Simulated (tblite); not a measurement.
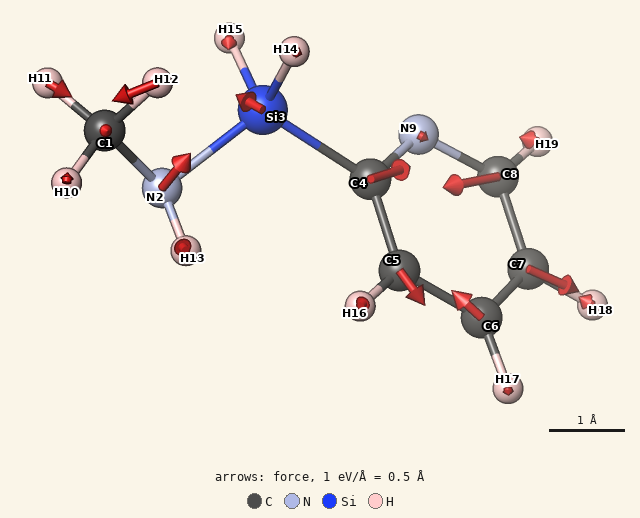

Starting geometry of C6H10N2Si with the computed forces as red arrows. A ball-and-stick model, seen at a tilt.

Computed with GFN2-xTB geometry optimisation, gas phase in tblite 0.8.0. 

Is this structure relaxed? If not, where do the atoms go?

It isn't relaxed: the largest force vector, on C8, is 2.17 eV/Å. The final displacements follow the starting forces only in part (cosine between the two patterns 0.33). Over 88 geometry steps the energy falls by 0.684 eV. H13 moves most after the best rigid fit: 0.71 Å. By element the largest moves are H 0.71 Å, N 0.51 Å, Si 0.25 Å, C 0.17 Å. Near-neighbour distances that change, for instance: N2–Si3 1.771 → 1.722 Å, C1–H12 1.131 → 1.087 Å, C1–N2 1.482 → 1.444 Å, Si3–C4 1.855 → 1.889 Å. Among the angles between lasting bonds that change: C1–N2–Si3 105.0° → 122.3°, N2–Si3–H15 109.2° → 117.1°, N2–Si3–C4 113.1° → 105.5°.
